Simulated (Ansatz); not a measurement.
## Bands, cutoff and cost in G0W0 for LaInO3 (Pnma)

How do accuracy and time trade against each other in G0W0 on LaInO3 (Pnma)?

Main program and level: Ansatz 0.2.0; G0W0 on r2SCAN, plane waves, PAW.

**1. Starting point**

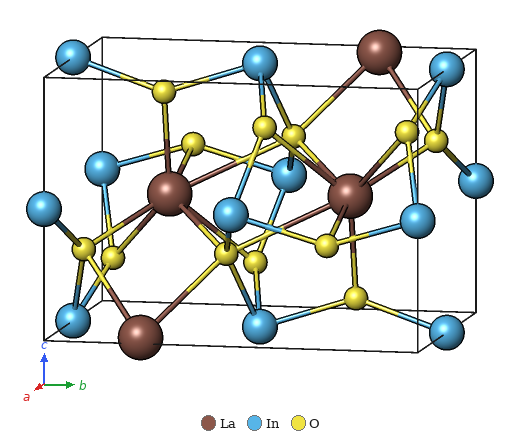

The starting structure, seen slightly off an axis (lanthanum brown, indium blue, oxygen yellow). Some periodic images of atoms are drawn too.

Geometry: measured cell, ions relaxed with r2SCAN. The runs that relaxed it are not among those shown. Spin-orbit coupling is left out unless a step names it. The default PAW set here is soft_2. Its files were made with PBE.

**2. 154 empty bands, screening to 39 eV**

G0W0 replaces the xc potential by the self-energy, built once from these orbitals. Only a window of levels is corrected, while the sums run over the empty bands that the input names.

Contents of input.yaml:

```yaml
crystal:
  lattice:
    - [5.9404, 0.0, 0.0]
    - [0.0, 8.2158, 0.0]
    - [0.0, 0.0, 5.7229]
  atoms:
    - { symbol: La, position: [0.9463878551, 0.25, 0.0153056088] }
    - { symbol: La, position: [0.5536121449, 0.75, 0.5153056088] }
    - { symbol: La, position: [0.4463878551, 0.25, 0.4846943912] }
    - { symbol: La, position: [0.0536121449, 0.75, 0.9846943912] }
    - { symbol: In, position: [0.0, 0.0, 0.5] }
    - { symbol: In, position: [0.5, 0.0, 0.0] }
    - { symbol: In, position: [0.5, 0.5, 0.0] }
    - { symbol: In, position: [0.0, 0.5, 0.5] }
    - { symbol: O, position: [0.044381747, 0.25, 0.6126999622] }
    - { symbol: O, position: [0.455618253, 0.75, 0.1126999622] }
    - { symbol: O, position: [0.544381747, 0.25, 0.8873000378] }
    - { symbol: O, position: [0.955618253, 0.75, 0.3873000378] }
    - { symbol: O, position: [0.1980525852, 0.0593550044, 0.195575952] }
    - { symbol: O, position: [0.3019474148, 0.9406449956, 0.695575952] }
    - { symbol: O, position: [0.6980525852, 0.4406449956, 0.304424048] }
    - { symbol: O, position: [0.8019474148, 0.5593550044, 0.804424048] }
    - { symbol: O, position: [0.8019474148, 0.9406449956, 0.804424048] }
    - { symbol: O, position: [0.6980525852, 0.0593550044, 0.304424048] }
    - { symbol: O, position: [0.3019474148, 0.5593550044, 0.695575952] }
    - { symbol: O, position: [0.1980525852, 0.4406449956, 0.195575952] }
kpoints:
  mp_grid: { grid: [2, 2, 2] }
hamiltonian:
  xc: r2scan
scf:
  occupations: { method: fixed }
gw:
  n_empty_bands: 154
  ecut_chi: 39
  qp_bands: [v4, c4]
  qp_kpoints: band_edges
  screening: { model: contour_deformation }
```

On the command line:

```sh
$ ansatz run input.yaml --threads 8 --pin off --max-ram 55296MiB --backend cuda --events-out ev --progress --plain --runs-dir out --devices 1 --max-vram 24GiB
```

Numbers of over 12 decimals in the logs are rounded to 6 here.

What it wrote:

```text
GPUs: using 1 of 1 available (devices: 1).
Engine: ansatz 0.2.0, x86_64-unknown-linux-gnu
Pseudopotentials: kind: paw
Pseudopotential: La, paw, valence charge 11, recommended cutoff 500 eV (meta_gga), La.paw.azcp
Pseudopotential: In, paw, valence charge 13, recommended cutoff 500 eV (meta_gga), In.paw.azcp
Pseudopotential: O, paw, valence charge 6, recommended cutoff 500 eV (meta_gga), O.paw.azcp
Functional definition: r2SCAN
  parameter k0 = 0.174
  parameter k1 = 0.065
  parameter a1 = 4.9479
  exchange = r2scan_x(k0 = k0, k1 = k1, a1 = a1)
  correlation = r2scan_c
device memory: the entry about to start is reckoned to put 8.6 GiB on a device that reports 78.6 GiB free (of which the cap on the GPU budget leaves the run 24.0 GiB)
GPU FFT provider: cuFFT
GPU libraries: cuBLAS 13.8.2, cuFFT 12.4.0, cuSOLVER 12.3.4
Crystal: 20 atoms, lattice volume = 279.307 Å³
Basis set: ecut = 500 eV, 7101 PW (Γ), exchange–correlation on 180×240×180 points (64 copies of the dense FFT grid, shifted against one another)
Bands: 104, of which v1, the nominal top of the filled ones, is band 84 counted from 1 (83 counted from 0)
Symmetry: 8 space group operations
Space group: Pnma (ITA 62), of the structure as read, at distance tolerance 6.5e-5 Å
k-points: 8
Non-local potential: La, projectors of the file, l = 0: 3, l = 1: 2, l = 2: 2, l = 3: 3
Non-local potential: In, projectors of the file, l = 0: 2, l = 1: 2, l = 2: 2, l = 3: 2
Non-local potential: O, projectors of the file, l = 0: 2, l = 1: 2, l = 2: 1
PAW form: soft (Blöchl's): semilocal exchange-correlation on the pseudo side does not see the compensation charge
PAW frozen core: La, regenerated for the run's functional (the file was generated under x = pbe(κ = 0.804, μ = 0.219515), c = pbe(β = 0.066725))
PAW frozen core: In, regenerated for the run's functional (the file was generated under x = pbe(κ = 0.804, μ = 0.219515), c = pbe(β = 0.066725))
PAW frozen core: O, regenerated for the run's functional (the file was generated under x = pbe(κ = 0.804, μ = 0.219515), c = pbe(β = 0.066725))
PAW one-centre angular grid: La, 974 points (default); XC on 160 Gauss nodes
PAW one-centre angular grid: In, 590 points (default); XC on 289 of its mesh's 2783 points in the sphere
PAW one-centre angular grid: O, 302 points (default); XC on 160 Gauss nodes
Initial density: superposition of atomic densities (neutral atoms: chi_scale 0, normalization atom), corrected by the library's trained network
Initial wavefunctions: pseudopotential atomic-orbital guess
GPU buffer pool allocated for 121500 grid points (all kernels)
GPU transforms: local potential and band sums: pruned to the plane-wave sphere, on 45×60×45
Functional: x = r2scan, c = r2scan; τ floored in thin density (d = 2e-4 eV/Å³)
SCF iter   1: F=—  HF=-54353.308298 eV  |F-HF|=—  |Δ(HF+E_count)|=         —  Δρ=1.29e-2  dr2=5.35e-1  dr2_τ=7.56e-1  ethr=1.77e-3  ⟨swp⟩=4.8  Hψ=2949  notcnv=0  defer=127
preconditioner: auto → Resta (q_TF=auto, 2.507 Å⁻¹)  ε∞=4.7  [insulator: Δε(μ)=3.625 eV  Ē_g=14.650 eV  n_scr=74 (ndim 8)  ℏωp=28.1 eV  f_vac=0.000  ε∞_Penn≈4.7]
SCF iter   2: F=—  HF=-54353.710882 eV  |F-HF|=—  |Δ(HF+E_count)|=   4.03e-1  Δρ=6.14e-3  dr2=7.13e-2  dr2_τ=1.08e-2  ethr=3.18e-4  ⟨swp⟩=3.5  Hψ=1671  notcnv=0  defer=136
SCF iter   3: F=—  HF=-54353.699122 eV  |F-HF|=—  |Δ(HF+E_count)|=   1.18e-2  Δρ=1.87e-3  dr2=6.45e-3  dr2_τ=7.27e-4  ethr=4.24e-5  ⟨swp⟩=4.1  Hψ=1535  notcnv=0  defer=140
SCF iter   4: F=—  HF=-54353.698944 eV  |F-HF|=—  |Δ(HF+E_count)|=   1.78e-4  Δρ=5.36e-4  dr2=4.20e-4  dr2_τ=8.25e-5  ethr=3.84e-6  ⟨swp⟩=3.6  Hψ=1425  notcnv=0  defer=140
SCF iter   5: F=—  HF=-54353.699049 eV  |F-HF|=—  |Δ(HF+E_count)|=   1.05e-4  Δρ=2.50e-4  dr2=1.43e-4  dr2_τ=2.37e-5  ethr=2.50e-7  ⟨swp⟩=2.0  Hψ=1424  notcnv=0  defer=140
SCF iter   6: F=—  HF=-54353.699031 eV  |F-HF|=—  |Δ(HF+E_count)|=   1.75e-5  Δρ=5.31e-5  dr2=6.00e-6  dr2_τ=7.10e-7  ethr=8.53e-8  ⟨swp⟩=2.0  Hψ=1384  notcnv=0  defer=140
SCF iter   7: F=—  HF=-54353.699034 eV  |F-HF|=—  |Δ(HF+E_count)|=   2.78e-6  Δρ=2.23e-5  dr2=1.37e-6  dr2_τ=9.91e-8  ethr=3.57e-9  ⟨swp⟩=2.4  Hψ=1495  notcnv=0  defer=132
SCF iter   8: F=-54353.699034 eV  HF=-54353.699034 eV  |F-HF|=1.40e-8  |Δ(HF+E_count)|=   1.07e-7  Δρ=4.01e-6  dr2=4.40e-8  dr2_τ=1.31e-9  ethr=5.95e-11  ⟨swp⟩=11.0  Hψ=3922  notcnv=0
SCF 1 converged in 8 iterations: F = -54353.699034 eV  dr2 = 4.40e-8
  greatest PAW one-centre occupation: 0.991 electrons in one spin orbital (limit 2), on the In atom at site 6 (counted from 0), in its partial waves of l = 2
device memory: the entry about to start is reckoned to put 10.1 GiB (of the 10.6 GiB reckoned in all, the device holds 0.5 GiB already) on a device that reports 78.1 GiB free (of which the cap on the GPU budget leaves the run 23.5 GiB)
NSCF: frozen V_eff on 8 k-points
the band table was solved once the SCF had ended and its energy, with any forces and stress, was formed, with the checks that follow a solve (3322 applications of the Hamiltonian). They found nothing against the state; the energy, forces and stress were not computed again (output.eigenvalues in the input reference)
[...]
eigenvalues of the whole cell's RPA ε∞ on this k-mesh (on a slab, of 1 + 4πα/V) = 4.1117, 4.2318, 4.3421; static W/v taken at q = 0 is 0.235213
  bands read: the sum over 238 bands ends inside a degenerate multiplet in 2 slots, whose members it reads at an even weight; the widest, k=6: bands 237 to 240 (counted from 1) at 2/4 each
  gw.qp_kpoints: band_edges: 8 of 8 stored k-points solved, in 1 pass; an edge of the gap read off the rows below is read off those points alone
  `?` marks the rows in doubt; gw_qp.tsv's column doubts and the gw_qp event give each row's grounds
    ik  band        ε_KS         Σx   Σc(E_QP)       V_xc       Z   E_QP_lin       E_QP  E_QP is
     0    81      9.3845   -25.6926     4.8046   -20.9313  0.7718     9.4279     9.4279  root
     0    82      9.4967   -26.9610     4.3142   -22.6618  0.7869     9.5117     9.5117  root
     0    83      9.6456   -27.2515     4.3755   -22.8996  0.7860     9.6692     9.6692  root
     0    84      9.7909   -27.4927     4.4118   -23.1412  0.7857     9.8513     9.8513  root
     0    85     13.3452   -12.5156    -2.9672   -16.7414  0.8340    14.6152    14.6039  root
     0    86     15.1298   -16.6832    -6.7729   -27.2768  0.7742    19.3343    18.9505  root ?
     0    87     15.1823   -18.8595    -7.9708   -31.2309  0.7604    20.2125    19.5828  root ?
     0    88     15.2363   -18.7040    -7.7512   -30.7772  0.7624    20.1459    19.5583  root ?
     1    81      9.3878   -25.7647     4.8029   -20.9682  0.7726     9.3941     9.3941  root
     1    82      9.3878   -25.7647     4.8029   -20.9682  0.7726     9.3941     9.3941  root
     1    83      9.4567   -26.2490     4.6853   -21.5895  0.7773     9.4824     9.4824  root
     1    84      9.4567   -26.2490     4.6853   -21.5895  0.7773     9.4824     9.4824  root
     1    85     14.8950   -14.1274    -4.6542   -21.4003  0.8078    17.6161    17.5137  root ?
     1    86     14.8950   -14.1274    -4.6542   -21.4003  0.8078    17.6161    17.5137  root ?
     1    87     15.1966   -18.6395    -7.8196   -30.7935  0.7614    20.1296    19.5310  root ?
     1    88     15.1966   -18.6395    -7.8196   -30.7935  0.7614    20.1296    19.5310  root ?
     2    81      9.3953   -26.1304     4.7789   -21.3779  0.7741     9.4216     9.4216  root
     2    82      9.3953   -26.1304     4.7789   -21.3779  0.7741     9.4216     9.4216  root
     2    83      9.7064   -27.3509     4.3894   -23.0002  0.7859     9.7451     9.7451  root
     2    84      9.7064   -27.3509     4.3894   -23.0002  0.7859     9.7451     9.7451  root
     2    85     14.2441   -12.5926    -3.3108   -17.4712  0.8290    15.8336    15.8118  root
     2    86     14.2441   -12.5926    -3.3108   -17.4712  0.8290    15.8336    15.8118  root
     2    87     15.2003   -18.7679    -7.8309   -30.9427  0.7610    20.1474    19.5442  root ?
     2    88     15.2003   -18.7679    -7.8309   -30.9427  0.7610    20.1474    19.5442  root ?
     3    81      9.3773   -26.1298     4.6862   -21.4632  0.7754     9.3970     9.3970  root
     3    82      9.3773   -26.1298     4.6862   -21.4632  0.7754     9.3970     9.3970  root
     3    83      9.5907   -26.3759     4.6943   -21.7219  0.7784     9.6311     9.6311  root
     3    84      9.5907   -26.3759     4.6943   -21.7219  0.7784     9.6311     9.6311  root
     3    85     15.1125   -15.5266    -5.8491   -24.7111  0.7900    18.6969    18.4479  root ?
     3    86     15.1125   -15.5266    -5.8491   -24.7111  0.7900    18.6969    18.4479  root ?
     3    87     15.1894   -16.9402    -6.8992   -27.7353  0.7738    19.4892    19.0853  root ?
     3    88     15.1894   -16.9402    -6.8992   -27.7353  0.7738    19.4892    19.0853  root ?
     4    81      9.4046   -25.8531     4.7901   -21.0385  0.7733     9.3801     9.3801  root
     4    82      9.4046   -25.8531     4.7901   -21.0385  0.7733     9.3801     9.3801  root
     4    83      9.5253   -26.5818     4.6369   -21.9788  0.7784     9.5593     9.5593  root
     4    84      9.5253   -26.5818     4.6369   -21.9788  0.7784     9.5593     9.5593  root
     4    85     14.8489   -13.9117    -4.5428   -20.9952  0.8098    17.4820    17.3896  root
[...]
4    87     15.1747   -18.0210    -7.4859   -29.6879  0.7654    19.8780    19.3558  root ?
     4    88     15.1747   -18.0210    -7.4859   -29.6879  0.7654    19.8780    19.3558  root ?
[...]
5    85     15.2419   -18.8276    -7.8421   -31.0284  0.7615    20.2077    19.6005  root ?
     5    86     15.2419   -18.8276    -7.8421   -31.0284  0.7615    20.2077    19.6005  root ?
     5    87     15.2512   -19.2954    -8.0535   -31.7703  0.7574    20.3331    19.6726  root ?
     5    88     15.2512   -19.2954    -8.0535   -31.7703  0.7574    20.3331    19.6726  root ?
     6    81      9.3825   -25.9006     4.7233   -21.1795  0.7747     9.3848     9.3848  root
     6    82      9.3825   -25.9006     4.7233   -21.1795  0.7747     9.3848     9.3848  root
     6    83      9.3825   -25.9006     4.7233   -21.1795  0.7747     9.3848     9.3848  root
     6    84      9.3825   -25.9006     4.7233   -21.1795  0.7747     9.3848     9.3848  root
     6    85     15.1424   -16.0675    -6.1590   -25.7122  0.7840    18.9384    18.6282  root ?
     6    86     15.1424   -16.0675    -6.1590   -25.7122  0.7840    18.9384    18.6282  root ?
     6    87     15.1424   -16.0675    -6.1590   -25.7122  0.7840    18.9384    18.6282  root ?
     6    88     15.1424   -16.0675    -6.1590   -25.7122  0.7840    18.9384    18.6282  root ?
     7    81      9.5253   -26.4278     4.6555   -21.7868  0.7777     9.5399     9.5399  root
     7    82      9.5253   -26.4278     4.6555   -21.7868  0.7777     9.5399     9.5399  root
     7    83      9.5253   -26.4278     4.6555   -21.7868  0.7777     9.5399     9.5399  root
     7    84      9.5253   -26.4278     4.6555   -21.7868  0.7777     9.5399     9.5399  root
     7    85     15.2342   -18.9714    -7.9375   -31.2932  0.7597    20.2481    19.6185  root ?
     7    86     15.2342   -18.9714    -7.9375   -31.2932  0.7597    20.2481    19.6185  root ?
     7    87     15.2342   -18.9714    -7.9375   -31.2932  0.7597    20.2481    19.6185  root ?
     7    88     15.2342   -18.9714    -7.9375   -31.2932  0.7597    20.2481    19.6185  root ?
[key lines of the parts left out:]
SCF converged after 8 iterations
Free energy (F): -54353.699034 eV
Fermi energy:    9.790933 eV
```

The job ended after 6.4 s (1 × NVIDIA H100 80GB HBM3 with 8 threads of AMD EPYC 7R13 (Zen 3), shared host; peak memory 2.1 GiB).

In the SCF lines HF is the Harris–Foulkes energy and dr2 the Hartree energy of the density residual, in eV; the loop may stop once dr2 is under the threshold and the program's other checks hold. Hψ counts applications of the Hamiltonian.

This step gave:

| Item | Value |
| --- | --- |
| bands summed | 238 |
| RPA ε∞ on this mesh (eigenvalues) | 4.112, 4.232, 4.342 |
| plane waves in the screening matrix | 147 |
| q-points in the mesh | 8 |
| G0W0 gap on the mesh | 4.753 eV |
| k of the valence top | 0, 0, 0 |
| k of the conduction bottom | 0, 0, 0 |
| starting gap on the mesh | 3.554 eV |
| Z at the valence top | 0.7857 |
| Z at the conduction bottom | 0.8340 |
| least direct G0W0 gap on the computed points | 4.753 eV |

The gap on the mesh goes from 3.55 eV to 4.75 eV, a correction of +1.20 eV. Between the two edge states, bare exchange in place of the xc potential would open the gap by 8.58 eV, and correlation takes back 7.38 eV.

**3. 436 empty bands, screening to 78 eV**

Bands and screening cutoff are moved together, since each hides the error of the other.

Edit input.yaml of step 2 so:

```diff
@@ -33,4 +33,4 @@
 gw:
-  n_empty_bands: 154
-  ecut_chi: 39
+  n_empty_bands: 436
+  ecut_chi: 78
   qp_bands: [v4, c4]
```

What it wrote:

```text
GPUs: using 1 of 1 available (devices: 1).
[...]
GPU FFT provider: cuFFT
GPU libraries: cuBLAS 13.8.2, cuFFT 12.4.0, cuSOLVER 12.3.4
Crystal: 20 atoms, lattice volume = 279.307 Å³
Basis set: ecut = 500 eV, 7101 PW (Γ), exchange–correlation on 180×240×180 points (64 copies of the dense FFT grid, shifted against one another)
Bands: 104, of which v1, the nominal top of the filled ones, is band 84 counted from 1 (83 counted from 0)
Symmetry: 8 space group operations
[...]
k-points: 8
[...]
GPU buffer pool allocated for 121500 grid points (all kernels)
[...]
SCF iter   1: F=—  HF=-54353.308298 eV  |F-HF|=—  |Δ(HF+E_count)|=         —  Δρ=1.29e-2  dr2=5.35e-1  dr2_τ=7.56e-1  ethr=1.77e-3  ⟨swp⟩=4.8  Hψ=2949  notcnv=0  defer=127
[...]
SCF iter   8: F=-54353.699034 eV  HF=-54353.699034 eV  |F-HF|=1.40e-8  |Δ(HF+E_count)|=   1.07e-7  Δρ=4.01e-6  dr2=4.40e-8  dr2_τ=1.31e-9  ethr=5.95e-11  ⟨swp⟩=11.0  Hψ=3922  notcnv=0
SCF 1 converged in 8 iterations: F = -54353.699034 eV  dr2 = 4.40e-8
[...]
NSCF: frozen V_eff on 8 k-points
[...]
G₀W₀ screening: q 1/8
[... further progress lines ...]
SCF converged after 8 iterations
Free energy (F): -54353.699034 eV
[...]
Internal energy: -54353.699034 eV  (E = F + TS)
E sigma→0 (E₀):  -54353.699034 eV
Fermi energy:    9.790933 eV
[...]
--- Band table (eV; the first three rows and the last of 8) ---
  k-point 0: bands = [... 80 lower, 9.3845, 9.4967, 9.6456, 9.7909, 13.3452, 15.1298, 15.1823, 15.2363, ... 16 higher]
[...]
0    85     13.3452   -12.5156    -3.3804   -16.7414  0.8282    14.1952    14.1906  root
     0    86     15.1298   -16.6832    -7.3203   -27.2768  0.7698    18.6828    18.4031  root ?
     0    87     15.1823   -18.8595    -8.5130   -31.2309  0.7559    19.4847    19.0407  root ?
     0    88     15.2363   -18.7040    -8.3032   -30.7772  0.7579    19.4201    19.0062  root ?
     1    81      9.3878   -25.7647     4.6892   -20.9682  0.7669     9.2804     9.2806  root
     1    82      9.3878   -25.7647     4.6892   -20.9682  0.7669     9.2804     9.2806  root
     1    83      9.4567   -26.2490     4.5675   -21.5895  0.7710     9.3646     9.3648  root
[...]
1    87     15.1966   -18.6395    -8.3627   -30.7935  0.7569    19.4105    18.9878  root ?
     1    88     15.1966   -18.6395    -8.3627   -30.7935  0.7569    19.4105    18.9878  root ?
[...]
2    87     15.2003   -18.7679    -8.3723   -30.9427  0.7565    19.4285    19.0029  root ?
     2    88     15.2003   -18.7679    -8.3723   -30.9427  0.7565    19.4285    19.0029  root ?
[...]
3    85     15.1125   -15.5266    -6.3927   -24.7111  0.7854    18.0572    17.9043  root ?
[...]
7    81      9.5253   -26.4278     4.5492   -21.7868  0.7711     9.4334     9.4336  root
     7    82      9.5253   -26.4278     4.5492   -21.7868  0.7711     9.4334     9.4336  root
     7    83      9.5253   -26.4278     4.5492   -21.7868  0.7711     9.4334     9.4336  root
     7    84      9.5253   -26.4278     4.5492   -21.7868  0.7711     9.4334     9.4336  root
     7    85     15.2342   -18.9714    -8.4784   -31.2932  0.7551    19.5193    19.0775  root ?
     7    86     15.2342   -18.9714    -8.4784   -31.2932  0.7551    19.5193    19.0775  root ?
     7    87     15.2342   -18.9714    -8.4784   -31.2932  0.7551    19.5193    19.0775  root ?
     7    88     15.2342   -18.9714    -8.4784   -31.2932  0.7551    19.5193    19.0775  root ?
```

Run time: 9.2 s. Hardware: 1 × NVIDIA H100 80GB HBM3 with 8 threads; peak memory 2.8 GiB; 26 s of CPU time.

Numbers from this step:

```yaml
bands_summed: 520
rpa_eps_infinity_on_this_mesh_eigenvalues: 4.153, 4.275, 4.377
plane_waves_in_the_screening_matrix: 431
q_points_in_the_mesh: 8
g0w0_gap_on_the_mesh: 4.442 eV
k_of_the_valence_top: 0, 0, 0
k_of_the_conduction_bottom: 0, 0, 0
starting_gap_on_the_mesh: 3.554 eV
z_at_the_valence_top: 0.7779
z_at_the_conduction_bottom: 0.8282
least_direct_g0w0_gap_on_the_computed_points: 4.442 eV
```

Against the run with 2×2×2 mesh, 154 empty bands, screening to 39 eV, the gap moves by −0.31 eV.

**4. 940 empty bands, screening to 130 eV**

Edit input.yaml of step 3 so:

```diff
@@ -33,4 +33,4 @@
 gw:
-  n_empty_bands: 436
-  ecut_chi: 78
+  n_empty_bands: 940
+  ecut_chi: 130.0
   qp_bands: [v4, c4]
```

What it wrote:

```text
GPUs: using 1 of 1 available (devices: 1).
[...]
GPU FFT provider: cuFFT
GPU libraries: cuBLAS 13.8.2, cuFFT 12.4.0, cuSOLVER 12.3.4
Crystal: 20 atoms, lattice volume = 279.307 Å³
Basis set: ecut = 500 eV, 7101 PW (Γ), exchange–correlation on 180×240×180 points (64 copies of the dense FFT grid, shifted against one another)
Bands: 104, of which v1, the nominal top of the filled ones, is band 84 counted from 1 (83 counted from 0)
[...]
7    84      9.5253   -26.4278     4.2896   -21.7868  0.7664     9.1725     9.1740  root
     7    85     15.2342   -18.9714    -8.8072   -31.2932  0.7509    19.1792    18.7487  root ?
     7    86     15.2342   -18.9714    -8.8072   -31.2932  0.7509    19.1792    18.7487  root ?
     7    87     15.2342   -18.9714    -8.8072   -31.2932  0.7509    19.1792    18.7487  root ?
     7    88     15.2342   -18.9714    -8.8072   -31.2932  0.7509    19.1792    18.7487  root ?
[key lines of the parts left out:]
SCF converged after 8 iterations
Free energy (F): -54353.699034 eV
Fermi energy:    9.790933 eV
```

Run time: 17 s. Hardware: 1 × NVIDIA H100 80GB HBM3 with 8 threads; peak memory 4.5 GiB.

Numbers from this step:

| Quantity | Value |
| --- | --- |
| bands summed | 1024 |
| RPA ε∞ on this mesh (eigenvalues) | 4.120, 4.235, 4.342 |
| plane waves in the screening matrix | 951 |
| G0W0 gap on the mesh | 4.528 eV |
| k of the valence top | 0, 0, 0 |
| k of the conduction bottom | 0, 0, 0 |
| starting gap on the mesh | 3.554 eV |
| least direct G0W0 gap on the computed points | 4.528 eV |

Against the run with 2×2×2 mesh, 436 empty bands, screening to 78 eV, the gap moves by +0.09 eV.

(Continued in part 2 of 2.)

[Paths, hosts, dates, memory and timing lines, banners, echoed tables and standing remarks are left out of the program output.]

[Logs are printed without paths, hosts, clocks, repeated set-up lines and the standing remarks that a program may print on its own settings, such as how far it seeks lower states.]

[Runs of the session that timed out or met a known fault of the program may be left out.]

[Cells called generated may have been cut or substituted from an entry of the Crystallography Open Database or the Materials Project.]

[Hosts, paths, dates, database ids (printed as entryN), source tags and the programs' standing remarks are cut or masked in the printed files.]
